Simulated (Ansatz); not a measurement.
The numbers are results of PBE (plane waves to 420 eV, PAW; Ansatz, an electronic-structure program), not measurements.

Host crystal: anatase TiO2, with a band gap (PBE, scalar-relativistic without spin-orbit coupling).

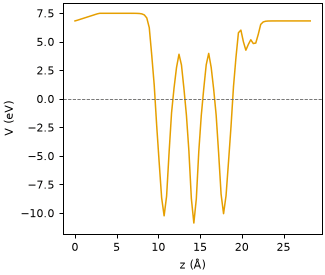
Figure: Plane-averaged electrostatic potential energy along the normal, in eV from the highest filled level, for CO on the 1x1 (101) surface of anatase TiO2 (cut with top plane O), one in a 2x1 cell, started at the site 'top O'

Model: 38-atom slab, 9.4 Å thick at the start under the adsorbate (thin: gaps and levels are the slab's own), 3x4x1 mesh, Fermi-Dirac 0.01 eV, dipole correction, 14 atoms held, the rest relaxed; no symmetry held; no spin, no spin-orbit, no U, no dispersion correction. At the end it is bonded to Ti. In PBE it is, or lies within 0.03 eV of, the lowest of the starts that converged.

The vacuum level lies 6.81 eV above the highest filled level over the top face and 7.48 eV above it under the bottom face.
